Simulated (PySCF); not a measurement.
C8H5FS2, SMILES Fc1ccc(-c2cccs2)s1 at its GFN2-xTB optimised geometry (Å):

```
16

F      1.6227    -4.0084     0.0004
C      1.4213    -2.6906     0.0003
C      2.3762    -1.7274     0.0002
C      1.8059    -0.4391     0.0001
C      0.4369    -0.4429     0.0001
C     -0.4509     0.6766     0.0000
C     -1.8216     0.6766     0.0000
C     -2.3735     1.9712    -0.0001
C     -1.4265     2.9453    -0.0002
S      0.1677     2.3041     0.0000
S     -0.1937    -2.0714     0.0003
H      3.4303    -1.9323     0.0003
H      2.3829     0.4679     0.0001
H     -2.4033    -0.2279     0.0001
H     -3.4303     2.1688    -0.0001
H     -1.5619     4.0084    -0.0002
```

Method: PBE/def2-TZVP (PySCF).

Map of the HOMO−1 amplitude (bohr^(-3/2)) on the plane z = 1.2 Å; orbital energy -6.33 eV, overall sign arbitrary:

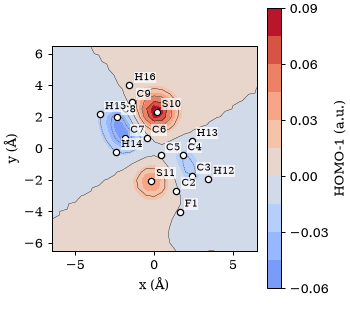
Fig. 1. HOMO−1 amplitude (bohr^(-3/2)) on the plane z = 1.2 Å.
